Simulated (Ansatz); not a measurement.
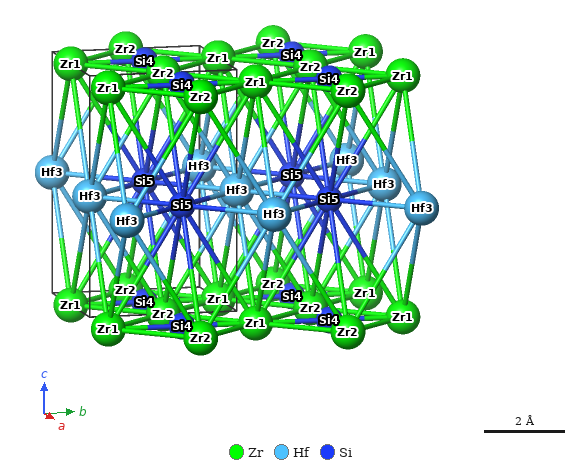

This is the input geometry for a relaxation of a crystal of HfZr$_{2}$Si$_{2}$ (a generated structure, set up in P4/mmm) (coarse preliminary run). Style: ball-and-stick. Shown: the cell of the calculation, repeated 2 × 2 × 1 with one cell outlined, slightly off an axis.

These are results of Ansatz, DFT PBE, scalar-relativistic, plane waves, PAW, not measurements.

Input
```yaml
crystal:
  lattice:
    - [3.83775233, 0.0, 0.0]
    - [0.0, 3.83775233, 0.0]
    - [0.0, 0.0, 6.17747509]
  atoms:
    - { symbol: Zr, position: [0.5, 0.0, 0.0] }
    - { symbol: Zr, position: [0.0, 0.5, 0.0] }
    - { symbol: Hf, position: [0.0, 0.0, 0.5] }
    - { symbol: Si, position: [0.5, 0.5, 0.0] }
    - { symbol: Si, position: [0.5, 0.5, 0.5] }
basis:
  ecutwfc: 420
kpoints:
  mp_grid: { grid: [4, 4, 4] }
hamiltonian:
  xc: pbe
scf:
  occupations: { method: gaussian, width: 0.1 }
  lower_state_search: "off"
output:
  forces: true
  stress: true
  eigenvalues: true
relax:
  adjacent_minimum: "off"
  f_tol: 0.04
  max_steps: 70
  cell: { stress_tol: 0.4 }
```

Launched with:
```bash
ansatz run input.yaml --threads 1 --pin off --max-ram 2560MiB --backend cpu --events-out ev --progress --plain --runs-dir out
```

Q: Predict the outcome.

A: After 10 accepted moves (12 points after the start) the energy has fallen by 2868 meV per atom. All forces vanish by symmetry, so only the cell relaxes. The pressure goes from 63.60 to −0.04 GPa. The SCF was repeated twice at an unchanged geometry on a basis and grid sized afresh for the cell, which shifted the energy by 43.1 meV per atom at most. No atom moves by more than 0.005 Å relative to the cell. The drawn cell changes as follows: a = b 3.838 → 4.941 Å (+28.7 %), c 6.177 → 4.484 Å (−27.4 %); the volume changes by +20.3 %. Some distances before and after: Si4–Si5 3.089 → 2.242 Å, Zr1–Zr2 2.714 → 3.494 Å, Hf3–Si5 2.714 → 3.494 Å, Zr1–Si4 1.919 → 2.470 Å. New bonds form, among them: Si4–Si5 (3.09 → 2.24 Å). The space group stays P4/mmm (No. 123).

Final geometry:

```
CELL_PARAMETERS angstrom
4.94079 0.00000 0.00000
0.00000 4.94079 0.00000
0.00000 0.00000 4.48403
ATOMIC_POSITIONS crystal
Zr 0.50000 0.00000 0.00000
Zr 0.00000 0.50000 0.00000
Hf 0.00000 0.00000 0.50000
Si 0.50000 0.50000 0.00000
Si 0.50000 0.50000 0.50000
```

The end point in the same view:

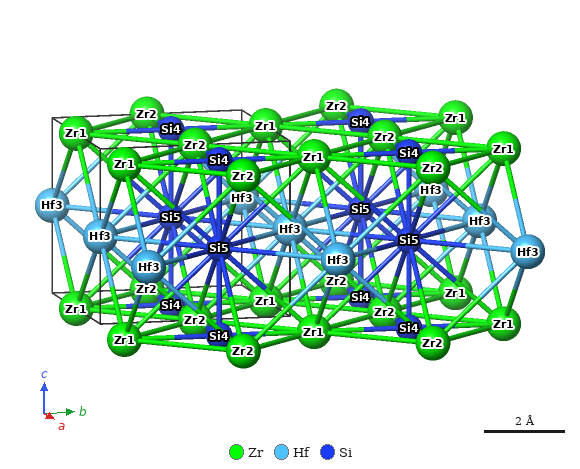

Limits of the set-up: the k-point mesh is coarse for a cell with partly filled bands.
